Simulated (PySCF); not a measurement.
**SbSe (charge +1): density, localisation and related maps**

```yaml
atoms:
  - { symbol: Sb, position_ang: [0.0000, 0.0000, -0.9041] }
  - { symbol: Se, position_ang: [0.0000, 0.0000, 1.3679] }
```

Core potentials replace the inner electrons of Sb.

Level of theory: PySCF 2.14.0, PBE0/cc-pVDZ(-PP), non-relativistic Hamiltonian with scalar-relativistic core potentials where named, at a bond length of 2.272 Å.

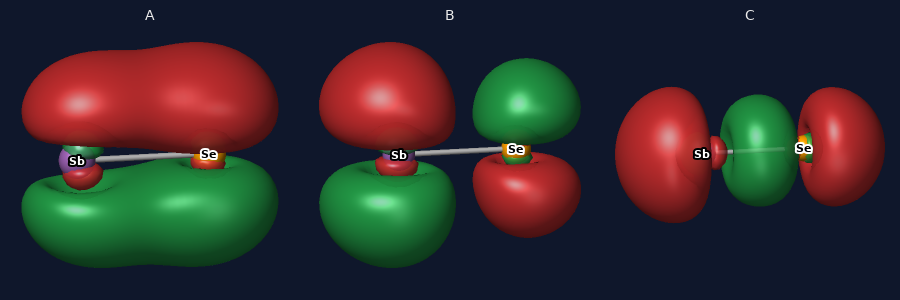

Figure 1. Three frontier orbitals, each drawn at the value that holds 80 % of its norm (green and red are the two phases), in no order; of a degenerate pair one member is drawn.

> Name the orbitals and rank them from lowest to highest energy.

Orbital C: σ, occupied, −14.87 eV; shared between the atoms (Sb 50 %, Se 50 %).
Orbital A: π, occupied, −14.16 eV; bonding, with no node between the atoms.
Orbital B: π, empty, −9.61 eV; antibonding, with a node between the atoms.

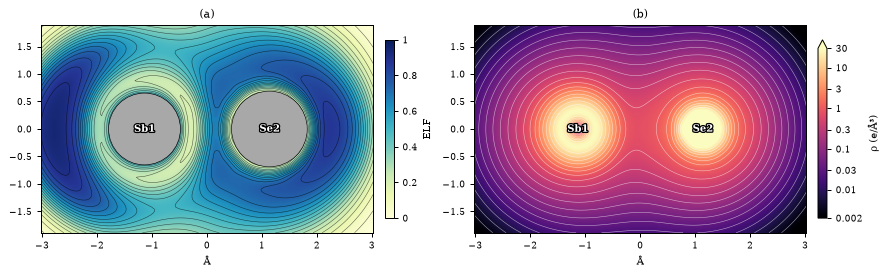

Figure 2. (a) electron localisation function; (b) electron density on a plane that holds the molecular axis. Grey discs cover the atomic cores in the ELF map.

> What do the fields say about this system?

- The section cuts through Sb and Se sites.
- Sb–Se (2.27 Å): ρ is about 0.78 e/Å³ halfway; the ELF peaks at about 0.65 in the valence shell of Se, 1.0 Å from its nucleus, and drops to about 0.20 between the two atoms.
- The ELF also peaks beside Sb1 and Se2, away from the bonds: lone-pair regions.

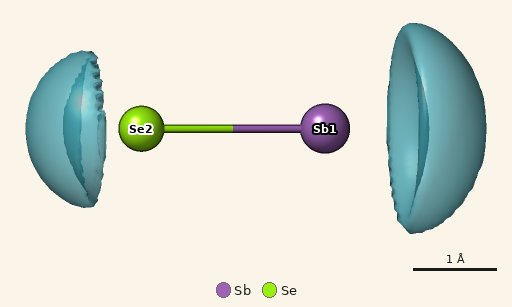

Figure 3. Isosurface of the ELF at 0.8 (cyan), seen from one side. Core shells and regions of very low density are left out.

> What do the ELF domains correspond to?

The surface consists of one lobe on Sb, pointing away from the bonds (lone pairs) and one lobe on Se, pointing away from the bonds (lone pairs, which may merge into one lobe).
